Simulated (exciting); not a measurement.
# Electron–core-hole interaction in the Tl L₃ spectrum of YTlO2, part 2 of 2

How far do the exchange and direct terms reshape the Tl L₃ edge of YTlO2?

exciting sodium; X-ray absorption, core-level Bethe-Salpeter equation, exchange and statically screened direct term, Tamm-Dancoff, all-electron LAPW+lo LDA.

So far. Step 6 (Exchange alone): Maxima (height): 15.4 eV (1.00). The spectrum is that of the independent-particle run within 1 %. Step 7 (Direct term alone): Maxima (height): 12.4 eV (1.00). The spectrum is that of the singlet run within 1 %.

### 9. Ground state with other settings

Level of this step: all-electron LAPW+lo DFT, LDA, ZORA valence, Dirac core, self-consistent field (exciting).

In this try the input is made faulty on purpose, to show what that does.

Input file input.xml:

```
<input>
  <title>YTlO2</title>
  <structure speciespath="." autormt="false" epslat="1.0e-5">
    <crystal>
      <basevect>3.3187956569 1.9161075659 12.2842880452</basevect>
      <basevect>-3.3187956569 1.9161075659 12.2842880452</basevect>
      <basevect>0.0000000000 -3.8322151318 12.2842880452</basevect>
    </crystal>
    <species speciesfile="Tl.xml" rmt="2.300">
      <atom coord="0.0000000000 0.0000000000 0.0000000000"/>
    </species>
    <species speciesfile="Y.xml" rmt="2.464">
      <atom coord="0.5000000000 0.5000000000 0.5000000000"/>
    </species>
    <species speciesfile="O.xml" rmt="1.786">
      <atom coord="0.2243170000 0.2243170000 0.2243170000"/>
      <atom coord="0.7756830000 0.7756830000 0.7756830000"/>
    </species>
  </structure>
  <groundstate do="fromscratch" xctype="LDA_PW" ngridk="4 4 4" rgkmax="4.5" gmaxvr="14" nempty="8" swidth="0.001" maxscl="100" epsengy="1e-5"/>
</input>
```

Input file SPECIES.xml, added lines:

```
<lo l="L">  <!-- L = 0, 1, 2, and 3 from Cs on -->
  <wf matchingOrder="0" trialEnergy="0.1500" searchE="false"/>
  <wf matchingOrder="1" trialEnergy="0.1500" searchE="false"/>
  <wf matchingOrder="0" trialEnergy="0.9000" searchE="false"/>
</lo>
```

Command:

```
OMP_NUM_THREADS=1 mpirun -n 4 exciting
```

Numbers of over 12 decimals in the logs are rounded to 6 here.

The log of the run:

```text
EXCITING SODIUM started
********************************************************************************
* Ground-state run starting from atomic densities                              *
********************************************************************************
+ Starting initialization                                                      +
[... lattice and species ...]
 Spin treatment                             :    spin-unpolarised
 Number of Bravais lattice symmetries       :      12
[...]
+ Self-consistent loop stopped                                                 +
 STATE.OUT is written
********************************************************************************
* Groundstate module stopped                                                   *
********************************************************************************
 Total time spent (seconds)                 :        81.65
- CAUTION! Warnings have been written in file WARNING.OUT !                    -
| EXCITING SODIUM stopped                                                      =
[key lines of the parts left out:]
Total energy                               :    -23809.04745703
Fermi energy                               :         0.17584349
```

Elapsed: 84 s, on 4 MPI ranks of Intel Xeon at 2.50GHz (Skylake/Cascade Lake), shared host.

Against the second ground state the total energy moves by 1873 meV an atom and the gap by -0.03 eV.

### 10. Another input

In this try the input is made faulty on purpose, to show what that does.

Edit input.xml of step 9 so:

```diff
@@ -19,3 +19,19 @@
   </structure>
-  <groundstate do="fromscratch" xctype="LDA_PW" ngridk="4 4 4" rgkmax="4.5" gmaxvr="14" nempty="8" swidth="0.001" maxscl="100" epsengy="1e-5"/>
+  <groundstate do="skip" xctype="LDA_PW" ngridk="4 4 4" rgkmax="4.5" gmaxvr="14" nempty="8" swidth="0.001" maxscl="100" epsengy="1e-5"/>
+  <xs xstype="BSE" ngridk="3 3 3" ngridq="3 3 3" vkloff="0.097 0.273 0.493" rgkmax="4.5" nempty="34" gqmax="3" lmaxapwwf="5" lmaxemat="3" broad="0.10400" tevout="true">
+    <energywindow intv="459.804 461.420" points="439"/>
+    <screening screentype="full" nempty="56"/>
+    <BSE xas="true" xasspecies="1" xasatom="1" xasedge="L3" bsetype="singlet" nstlxas="1 30"/>
+    <qpointset>
+      <qpoint>0 0 0</qpoint>
+    </qpointset>
+    <plan>
+      <doonly task="xsgeneigvec"/>
+      <doonly task="writepmatxs"/>
+      <doonly task="scrgeneigvec"/>
+      <doonly task="scrwritepmat"/>
+      <doonly task="screen"/>
+      <doonly task="scrcoulint"/>
+    </plan>
+  </xs>
 </input>
```

Input file input.xml for the exchange start (cutoff and plan only):

```
  gqmax="2"
  <plan>
    <doonly task="exccoulint"/>
  </plan>
```

Input file input.xml for the last start (plan only):

```
  <plan>
    <doonly task="bse"/>
  </plan>
```

Command:

```
OMP_NUM_THREADS=1 mpirun -n 4 exciting
OMP_NUM_THREADS=1 mpirun -n 4 exciting
OMP_NUM_THREADS=4 exciting
```

The log of the run:

```text
| EXCITING SODIUM started for task xsgeneigvec ( 301)                          =
One-shot GS runs for BSE calculations
One-shot GS runs for k+qmt/2 grids
Info(xsgeneigvec): Generating eigenvectors for Q-point      1
Info(xsgeneigvec): Generation of eigenvectors finished
| EXCITING SODIUM started for task writepmatxs ( 320)                          =
Info(writepmatxs): Momentum matrix elements finished
| EXCITING SODIUM started for task scrgeneigvec ( 401)                         =
One-shot GS runs for BSE calculations
One-shot GS runs for k+qmt/2 grids
[...]
Info(setup_bse_block): Setting up RR part of hamiltonian
Info(setup_bse_block): Singlet spin state
Info(bse): Diagonalizing RR Hamiltonian (TDA)
Info(bse): Invoking Lapack routine ZHEEVR
      3240 eigen solutions found in the interval:
         i1=       1 i2=    3240
Info(bse): Writing excition energies and oscillator strengths to text file.
Info(makespectrum_dist): Making spectrum using formula for coupling with time reversed AR basis.
Info(makespectrum_dist): Using formalism for vanishing momentum transfer.
Info(writederived): Writing quantities derived from the macroscopic dielectric function.
Info(bselauncher): Spectrum finished for iqmt=  1
Info(bselauncher): All done for BSE type singlet
```

Elapsed: 18 min, on 4 MPI ranks.

The input has a fault: the basis cutoff rgkmax is far too low. The spectrum differs from the singlet run by 5 % r.m.s. The highest maximum lies at 12.3 eV (1.05), against 12.4 eV (1.00). The first bright state moves from -0.80 to -0.93 eV. The lowest bare transition of this run lies at 0.14 eV, against 0.27. A small basis shifts bands and core levels against each other.

| E (eV) | first run | this run |
| --- | --- | --- |
| -11.0 | 0.04 | 0.04 |
| -10.0 | 0.04 | 0.04 |
| -9.0 | 0.05 | 0.05 |
| -8.0 | 0.05 | 0.06 |
| -7.0 | 0.06 | 0.06 |
| -6.0 | 0.07 | 0.07 |
| -5.0 | 0.08 | 0.09 |
| -4.0 | 0.10 | 0.10 |
| -3.0 | 0.12 | 0.13 |
| -2.0 | 0.15 | 0.16 |
| -1.0 | 0.19 | 0.20 |
| 0.0 | 0.24 | 0.26 |
| 1.0 | 0.29 | 0.31 |
| 2.0 | 0.34 | 0.36 |
| 3.0 | 0.39 | 0.41 |
| 4.0 | 0.44 | 0.46 |
| 5.0 | 0.49 | 0.52 |
| 6.0 | 0.56 | 0.59 |
| 7.0 | 0.64 | 0.68 |
| 8.0 | 0.73 | 0.78 |
| 9.0 | 0.83 | 0.88 |
| 10.0 | 0.92 | 0.97 |
| 11.0 | 0.97 | 1.03 |
| 12.0 | 1.00 | 1.05 |
| 13.0 | 0.99 | 1.05 |
| 14.0 | 0.96 | 1.00 |
| 15.0 | 0.88 | 0.92 |
| 16.0 | 0.79 | 0.83 |
| 17.0 | 0.71 | 0.74 |
| 18.0 | 0.64 | 0.67 |
| 19.0 | 0.59 | 0.61 |
| 20.0 | 0.54 | 0.57 |
| 21.0 | 0.51 | 0.53 |
| 22.0 | 0.48 | 0.50 |

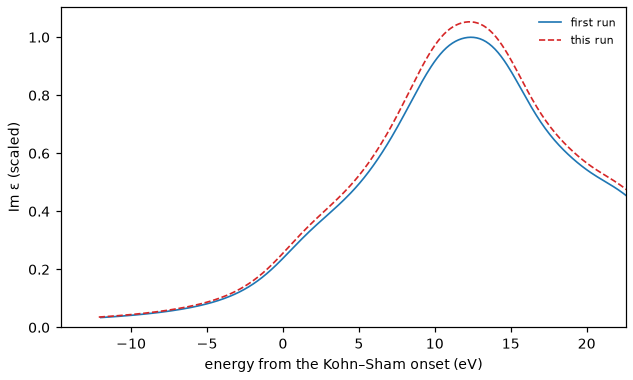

This run beside the first singlet run.

### 11. From independent particles to the full kernel

| level | curve passes 0.15 (eV) | highest maximum (eV) | its height |
| --- | --- | --- | --- |
| IP | 0.2 | 15.4 | 1.00 |
| RPA | 0.2 | 15.4 | 1.00 |
| direct only | -1.9 | 12.4 | 1.00 |
| singlet | -1.9 | 12.4 | 1.00 |

| E (eV) | IP | RPA | direct only | singlet |
| --- | --- | --- | --- | --- |
| -11.0 | 0.03 | 0.03 | 0.04 | 0.04 |
| -10.0 | 0.03 | 0.03 | 0.04 | 0.04 |
| -9.0 | 0.04 | 0.04 | 0.05 | 0.05 |
| -8.0 | 0.04 | 0.04 | 0.05 | 0.05 |
| -7.0 | 0.04 | 0.04 | 0.06 | 0.06 |
| -6.0 | 0.05 | 0.05 | 0.07 | 0.07 |
| -5.0 | 0.06 | 0.06 | 0.08 | 0.08 |
| -4.0 | 0.07 | 0.07 | 0.10 | 0.10 |
| -3.0 | 0.08 | 0.08 | 0.12 | 0.12 |
| -2.0 | 0.09 | 0.09 | 0.15 | 0.15 |
| -1.0 | 0.12 | 0.12 | 0.19 | 0.19 |
| 0.0 | 0.14 | 0.14 | 0.24 | 0.24 |
| 1.0 | 0.18 | 0.18 | 0.29 | 0.29 |
| 2.0 | 0.22 | 0.22 | 0.34 | 0.34 |
| 3.0 | 0.25 | 0.25 | 0.39 | 0.39 |
| 4.0 | 0.28 | 0.28 | 0.44 | 0.44 |
| 5.0 | 0.32 | 0.32 | 0.49 | 0.49 |
| 6.0 | 0.36 | 0.36 | 0.56 | 0.56 |
| 7.0 | 0.41 | 0.41 | 0.64 | 0.64 |
| 8.0 | 0.47 | 0.47 | 0.73 | 0.73 |
| 9.0 | 0.54 | 0.54 | 0.83 | 0.83 |
| 10.0 | 0.63 | 0.63 | 0.92 | 0.92 |
| 11.0 | 0.72 | 0.72 | 0.97 | 0.97 |
| 12.0 | 0.81 | 0.81 | 1.00 | 1.00 |
| 13.0 | 0.89 | 0.89 | 0.99 | 0.99 |
| 14.0 | 0.96 | 0.96 | 0.96 | 0.96 |
| 15.0 | 1.00 | 1.00 | 0.88 | 0.88 |
| 16.0 | 0.99 | 0.99 | 0.79 | 0.79 |
| 17.0 | 0.94 | 0.94 | 0.71 | 0.71 |
| 18.0 | 0.87 | 0.87 | 0.64 | 0.64 |
| 19.0 | 0.81 | 0.81 | 0.59 | 0.59 |
| 20.0 | 0.75 | 0.75 | 0.54 | 0.54 |
| 21.0 | 0.70 | 0.70 | 0.51 | 0.51 |
| 22.0 | 0.67 | 0.67 | 0.48 | 0.48 |

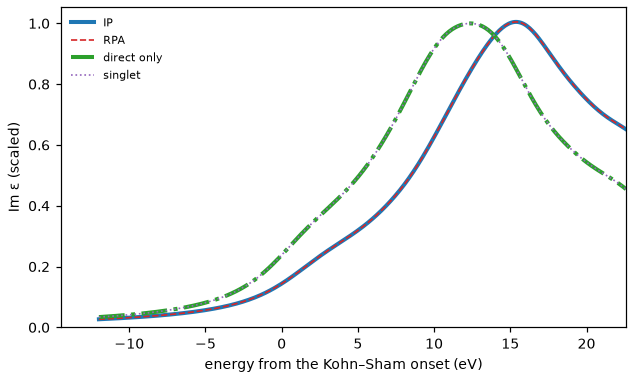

The spectrum at each level.

### 12. Summary of results

```yaml
absorber_and_edge: Tl L₃, atom 1
surroundings: 6 O at 2.94 Å (6-fold, site symmetry -3m)
first_bright_state: -0.80 eV from the Kohn–Sham onset, on this mesh
highest_maximum: 12.4 eV
cost_of_the_bse_run: 27 min on 4 MPI ranks of Intel Xeon at 2.50GHz (Skylake/Cascade Lake), shared host; the last task ran on as many threads
```

Is a core exciton bound? Yes on this mesh: the first bright state (over 5 % of the brightest) lies at -0.80 eV from the Kohn–Sham onset and at -1.07 eV from the lowest bare transition of its own mesh; weaker or dark states reach down to -0.88 eV. Changing the half width (eV) from 2.83 to 8.49 alters the spectrum by 35 % r.m.s. Exchange alone changes the independent-particle spectrum by 0.0 % r.m.s. Leaving exchange out of the full kernel changes the spectrum by 0.0 % r.m.s. A mesh of 27 points doesn't converge binding energies, and fine structure above the first lines is partly noise of the mesh. The kernel cutoff is low for a compact core orbital, so the effect of exchange is a lower bound. The zero comes from the unshifted 4×4×4 ground-state mesh; it is exact only where the band minimum lies on that mesh. The conduction states carry no spin here, so the exchange coupling to the spinor core hole is only partly held. This core level is treated alone, with no coupling to its spin–orbit partner. The Kohn–Sham onset, 12524 eV, is no photon energy (tabulated edge of the element: 12658 eV): the scale needs a rigid shift. Bands and screening come from semilocal DFT, whose small gap overscreens. Vibrations and energy-dependent lifetimes are left out. The structure is a Materials Project entry, computed there, and may be a hypothetical form.

[Banner, clock and machine lines of the logs are left out without a mark of their own.]

[Logs are printed without paths, hosts, clocks, repeated set-up lines and the standing remarks that a program may print on its own settings, such as how far it seeks lower states.]

[Hosts, paths, dates, database ids (printed as entryN), source tags and the programs' standing remarks are cut or masked in the printed files.]
